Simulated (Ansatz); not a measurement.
System: CH6NSi (doublet).

The calculation's input:

```
crystal:
  periodic: [false, false, false]
  atoms:
    - {symbol: C, position_ang: [-0.767500, -0.355536, 0.242104]}
    - {symbol: N, position_ang: [-0.187084, -1.607342, 0.541324]}
    - {symbol: Si, position_ang: [0.595003, 0.722213, -0.556533]}
    - {symbol: H, position_ang: [-1.163493, 0.217199, 1.093559]}
    - {symbol: H, position_ang: [-1.548794, -0.456144, -0.520368]}
    - {symbol: H, position_ang: [0.244479, -1.542110, 1.466742]}
    - {symbol: H, position_ang: [0.022143, 2.057349, -0.879355]}
    - {symbol: H, position_ang: [1.713725, 0.887904, 0.407161]}
    - {symbol: H, position_ang: [1.091521, 0.076468, -1.794733]}
basis:
  gaussian: {orbitals: def2-TZVPP}
magnetization: {spin_polarized: true, initial_magnetization: 1}
hamiltonian: {xc: pbe0, dispersion: d4}
output: {orbitals: {seedname: orbitals}}
```

Launched as:

```sh
ansatz run in.yaml --threads 4 --pin off --events-out ev --progress --plain --max-ram 9574MiB
```

The product side of a reaction path; geometry: PBE0-D4/def2-TZVP.

The calculation used Ansatz, UKS PBE0-D4/def2-TZVPP.

Q: What will maps of the electron density, electron localisation function and spin density show?

A: C–Si (1.91 Å): the density is about 0.88 e/Å³ at the midpoint; the ELF peaks at about 0.95 between the atoms: a shared electron pair.
C–H (1.10 Å): ρ at the midpoint is about 2 e/Å³; the ELF climbs to about 1 towards the hydrogen, as it does in any bond to H (an ordinary covalent bond to hydrogen).
Si–H (1.48 Å): ρ is about 0.82 e/Å³ halfway; the ELF climbs to about 1 towards the hydrogen.
The unpaired spin (1 electron) lies mostly on N2 (about 0.7), Si3 (about 0.1) and C1 (about 0.1), in electrons by Hirshfeld's partition.

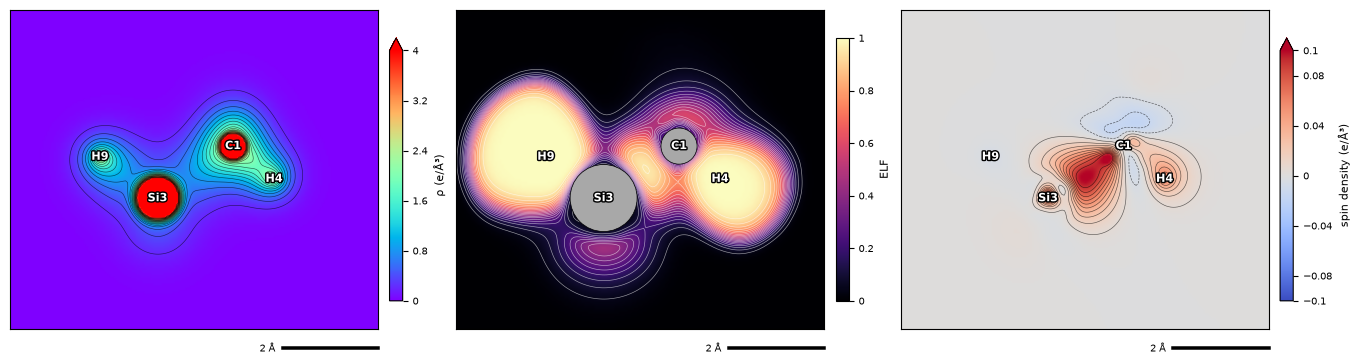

Computed electron density, electron localisation function and spin density on the plane of atoms C1, Si3 and H9, in this order. Grey discs cover the atomic cores in the ELF map. 
